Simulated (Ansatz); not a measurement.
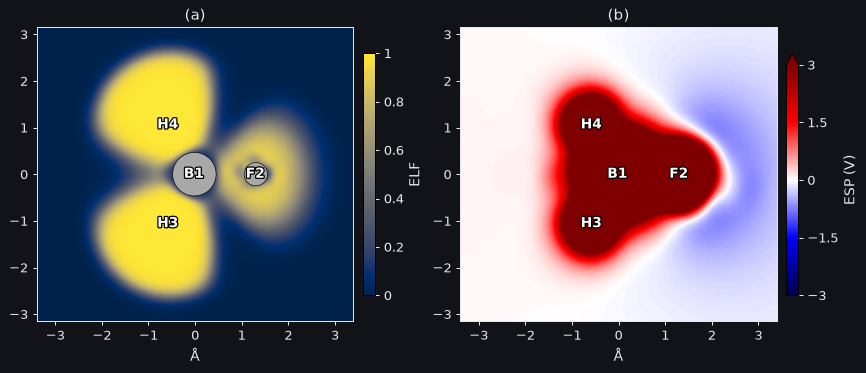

The picture shows: BFH$_{2}$···H$_{2}$. (a) electron localisation function; (b) electrostatic potential on the plane of atoms F2, B1 and H4. Grey discs cover the atomic cores in the ELF map.

The reactant side of a reaction path; geometry: PBE0-D4/def2-TZVP.

Method: RKS PBE0-D4/def2-TZVPP in Ansatz 0.2.0.

```json
{"atom": "B", "x (Å)": "-0.0089", "y (Å)": "0.4958", "z (Å)": "-0.7955"}
{"atom": "F", "x (Å)": "1.3020", "y (Å)": "0.6293", "z (Å)": "-0.7842"}
{"atom": "H", "x (Å)": "-0.4703", "y (Å)": "-0.4507", "z (Å)": "-1.3658"}
{"atom": "H", "x (Å)": "-0.6621", "y (Å)": "1.3376", "z (Å)": "-0.2492"}
{"atom": "H", "x (Å)": "0.2915", "y (Å)": "-0.9842", "z (Å)": "1.6263"}
{"atom": "H", "x (Å)": "-0.4521", "y (Å)": "-1.0277", "z (Å)": "1.5684"}
```

Describe what can be read from this map.

The plane passes through B, F and H nuclei.
B–F (1.32 Å): the ELF peaks at about 0.85 between the atoms: a polar covalent bond.
B–H (1.20 Å): the ELF climbs to about 1 towards the hydrogen, as it does in any bond to H; an ordinary covalent bond to hydrogen.
The ELF also peaks beside F2, away from the bonds: lone-pair regions.
Outside the dense part of the complex the potential is most negative (−0.7 V) near F2.
